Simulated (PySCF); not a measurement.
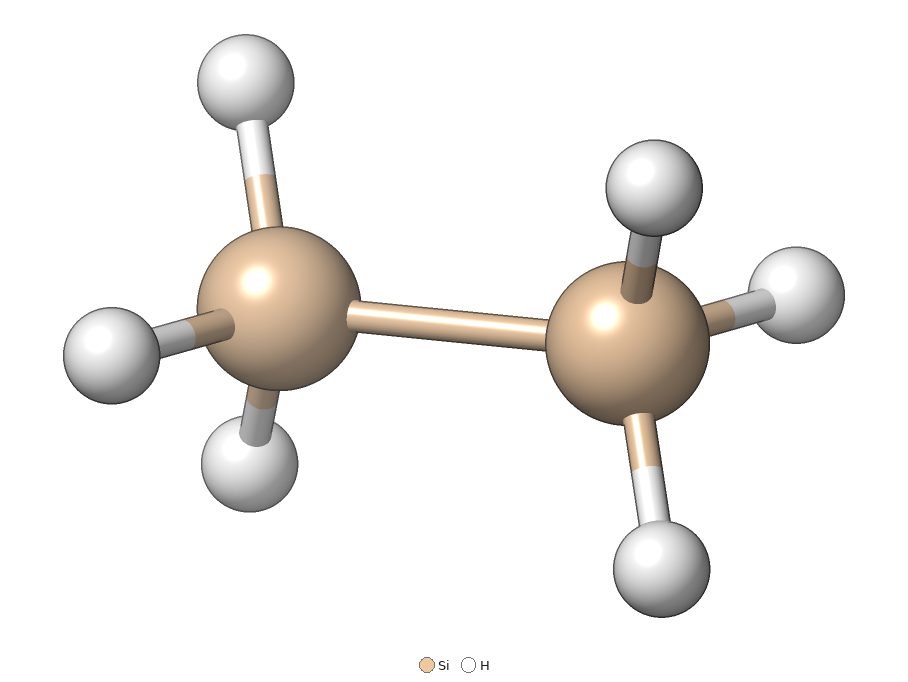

Ball-and-stick drawing of a structure. Every bond is drawn as one stick, whatever its order.

The geometry was computed by an optimisation with PBE0-D3(BJ)/def2-SVP. No frequency run is at hand to confirm it as a minimum.

> What is the molecular formula?

Si₂H₆, 8 atoms: 2 silicon and 6 hydrogen.

> What is its SMILES?

[SiH3][SiH3]

> How many atoms are distinct by symmetry?

2: 2 Si, 6 H.

> Describe its rings.

It has no ring.

> Give the symmetry (Schoenflies symbol).

D3d.

The parts below concern this one geometry. Atoms keep their numbers from picture to picture.

### Geometry

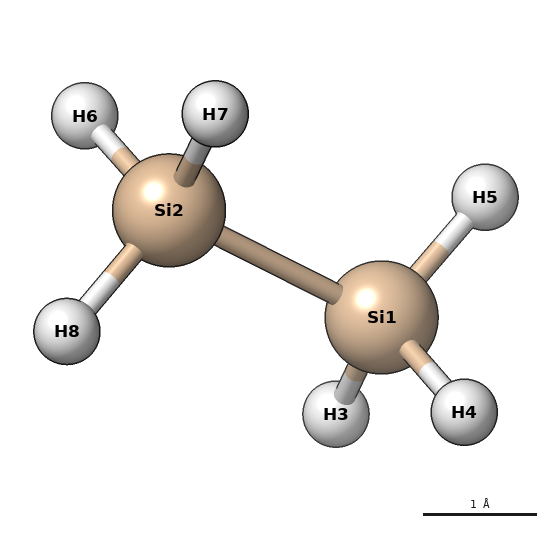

No frequency run is at hand to confirm it as a minimum.

Estimate the angles Si2–Si1–H3, H3–Si1–H4.

```tsv
angle	degrees
Si2–Si1–H3	110.3
H3–Si1–H4	108.8
```

### Excitation

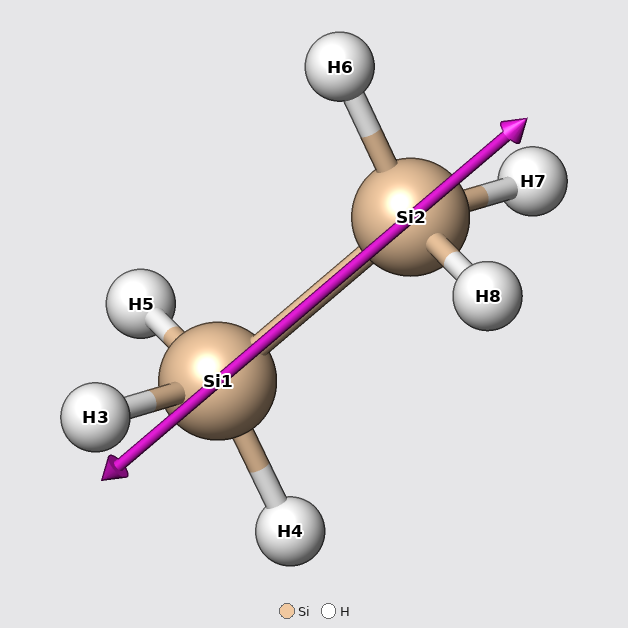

The double arrow shows the direction of the transition dipole to excited singlet state 4 (its length means nothing). No frequency run is at hand to confirm it as a minimum. Level of theory: TDDFT PBE0/def2-SVPD, vertical, gas phase, core orbitals frozen in the response (PySCF 2.14.0).

> How is the transition polarised?

Nearly parallel to the Si1–Si2 bond.

> Give its energy, strength and character.

7.82 eV (159 nm), oscillator strength 0.46, mainly HOMO → LUMO+2 (weight 0.80); transition dipole 3.94 D.

### Levels of theory compared

No frequency run is at hand to confirm it as a minimum. Program: PySCF 2.14.0.

Tabulate HOMO energy (eV), HOMO–LUMO gap (eV) at these levels: PBE0/def2-SVPD; PBE0/def2-SVPD in chloroform (IEF-PCM); PBE0/def2-SVPD in dimethylsulfoxide (IEF-PCM); PBE0/pcSseg-1 in chloroform (IEF-PCM); PBE0/pcSseg-1 in dimethylsulfoxide (IEF-PCM); PBE0/pcSseg-1 in methanol (IEF-PCM); WP04/pcSseg-1 in chloroform (IEF-PCM); ωB97X-D/pcSseg-1 in chloroform (IEF-PCM).

```csv
level,HOMO energy (eV),HOMO–LUMO gap (eV)
PBE0/def2-SVPD,−8.39,8.72
PBE0/def2-SVPD in chloroform (IEF-PCM),−8.29,8.71
PBE0/def2-SVPD in dimethylsulfoxide (IEF-PCM),−8.27,8.70
PBE0/pcSseg-1 in chloroform (IEF-PCM),−8.35,8.86
PBE0/pcSseg-1 in dimethylsulfoxide (IEF-PCM),−8.32,8.87
PBE0/pcSseg-1 in methanol (IEF-PCM),−8.32,8.86
WP04/pcSseg-1 in chloroform (IEF-PCM),−9.43,8.27
ωB97X-D/pcSseg-1 in chloroform (IEF-PCM),−10.16,12.42
```

### NMR shielding

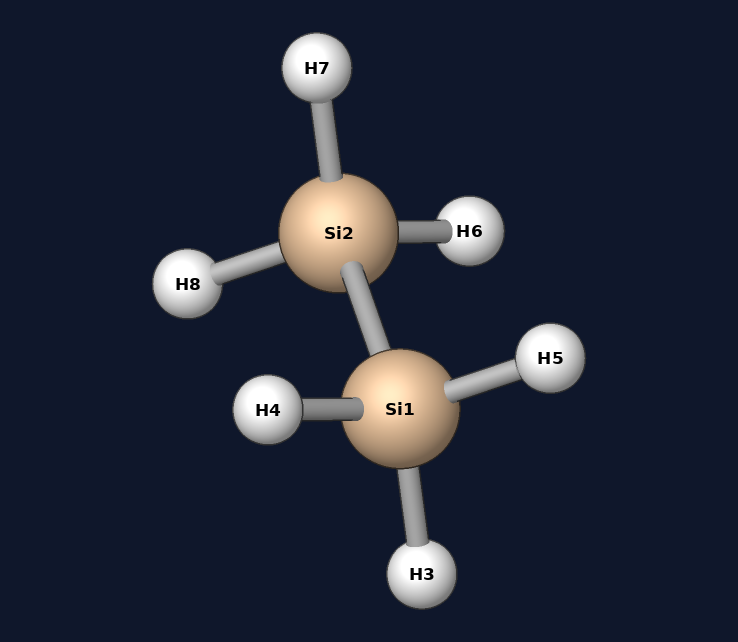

No frequency run is at hand to confirm it as a minimum. Level of theory: GIAO PBE0/pcSseg-1 NMR shielding, non-relativistic, IEF-PCM dimethylsulfoxide (PySCF 2.14.0). Principal shieldings σ11 ≤ σ22 ≤ σ33, span Ω = σ33 − σ11, skew κ = 3(σiso − σ22)/Ω.

Give the shielding tensors of the Si atoms.

| atom | σ11 | σ22 | σ33 | σiso | Ω | κ |
| --- | --- | --- | --- | --- | --- | --- |
| Si1, Si2 | 455.9 | 456.8 | 463.1 | 458.6 | 7.2 | 0.77 |

Shieldings and span in ppm.

### Charges

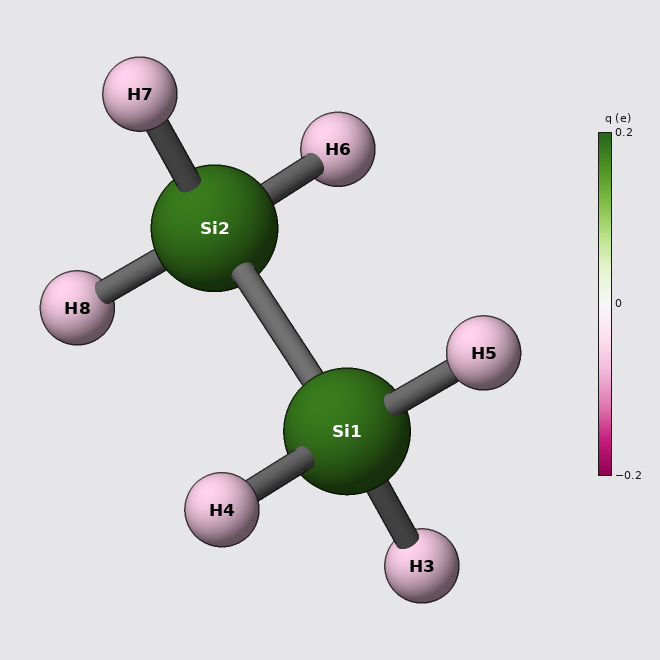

Atoms are coloured by their Mulliken charges. No frequency run is at hand to confirm it as a minimum. Method: PBE0/pcSseg-1 in chloroform (IEF-PCM) (PySCF 2.14.0).

List the Mulliken charges.

```tsv
atom	value (e)
Si1	0.18
Si2	0.18
H3	−0.06
H4	−0.06
H5	−0.06
H6	−0.06
H7	−0.06
H8	−0.06
```

Mulliken values depend strongly on the basis set and can even reverse the polarity of a bond.
